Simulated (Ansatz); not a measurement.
## Electronic structure of C$_{6}$H$_{9}$ClSi (SMILES CC#C[Si]1(Cl)CCC1) in real space

```yaml
atoms:
  - { symbol: C, position_ang: [-2.6069, 0.8425, -2.4651] }
  - { symbol: C, position_ang: [-1.6053, 1.2764, -1.5030] }
  - { symbol: C, position_ang: [-0.7669, 1.6462, -0.6981] }
  - { symbol: C, position_ang: [0.3365, 1.3913, 2.2236] }
  - { symbol: C, position_ang: [1.4098, 0.3591, 1.7404] }
  - { symbol: C, position_ang: [2.0630, 1.1307, 0.5450] }
  - { symbol: Cl, position_ang: [0.6943, 4.2445, 0.4011] }
  - { symbol: Si, position_ang: [0.4882, 2.1702, 0.5114] }
  - { symbol: H, position_ang: [-3.1334, -0.0588, -2.1106] }
  - { symbol: H, position_ang: [-3.3598, 1.6302, -2.6318] }
  - { symbol: H, position_ang: [-2.1457, 0.6046, -3.4377] }
  - { symbol: H, position_ang: [0.7394, 2.0600, 3.0008] }
  - { symbol: H, position_ang: [-0.6192, 0.9765, 2.5726] }
  - { symbol: H, position_ang: [2.1241, 0.0548, 2.5223] }
  - { symbol: H, position_ang: [0.9161, -0.5548, 1.3744] }
  - { symbol: H, position_ang: [2.9269, 1.7299, 0.8740] }
  - { symbol: H, position_ang: [2.3598, 0.5269, -0.3237] }
```

Geometry: B3LYP-D3(BJ)/def2-SVP.

Method: isolated molecule in a Gaussian basis; Kohn-Sham density functional theory, functional PBE0 (Ansatz 0.2.0).

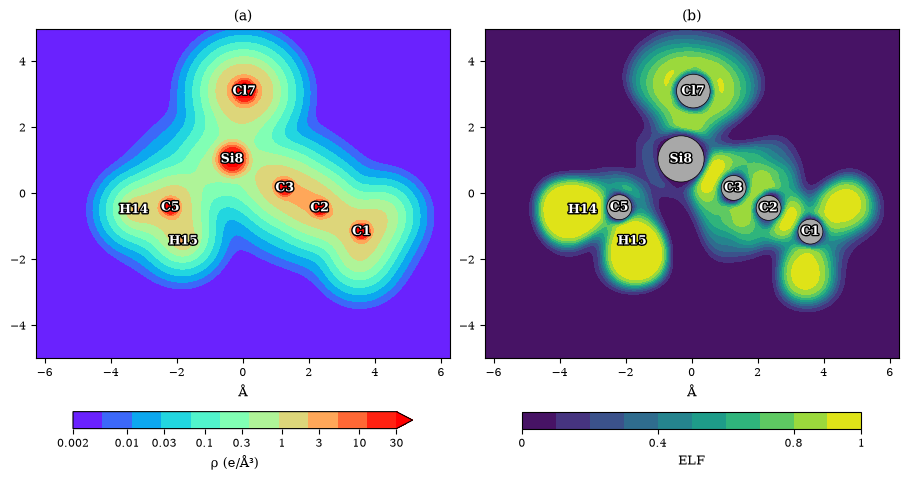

Figure 1. (a) electron density; (b) electron localisation function on the plane of atoms H14, C5 and H15. Grey discs cover the atomic cores in the ELF map.

Describe what can be read from this map.

- The plane passes through C, Cl, Si and H nuclei.
- C–C (1.22 Å): ρ is about 2.6 e/Å³ halfway; the ELF peaks at about 0.85 between the atoms; a multiple bond.
- C–Si (1.82 Å): ρ is about 0.98 e/Å³ halfway; the ELF peaks at about 0.95 between the atoms: a shared electron pair.
- Si–Cl (2.09 Å): the density is about 0.82 e/Å³ at the midpoint; the ELF peaks at about 0.90 between the atoms (a shared but strongly polarised pair).
- C–H (1.10 Å): the density is about 1.9 e/Å³ at the midpoint; the ELF climbs to about 1 towards the hydrogen, as it does in any bond to H: a covalent bond by its length.
- The ELF also peaks beside Cl7, away from the bonds: lone-pair regions.

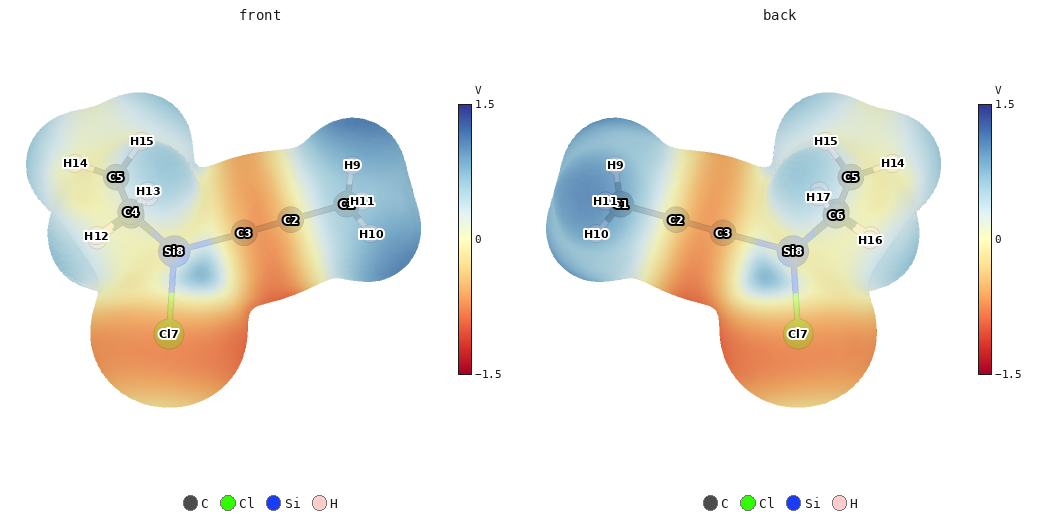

Figure 2. The electrostatic potential painted on the density surface at 0.002 e/bohr³, seen from the front and from behind; the colour scale runs from red (negative) to blue (positive).

Describe the electrostatic potential map.

The most negative region (about −0.9 V, or −21 kcal/mol for a unit charge) lies over C2, C3 and Cl7, the most positive (about +1.1 V, or +25 kcal/mol for a unit charge) over H9, H10 and H11.

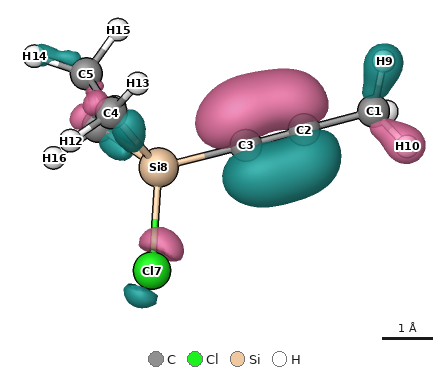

Figure 3. The HOMO−1 at ±0.15 Å⁻³ᐟ² (teal and pink are the two phases), seen across its widest extent.

Where does this orbital lie, and at what energy?

Its weight (Hirshfeld) is mainly on C3 (about 35 %), C2 (about 30 %) and Si8 (about 5 %); π-bonding across C3–C2. Its energy is −7.88 eV.
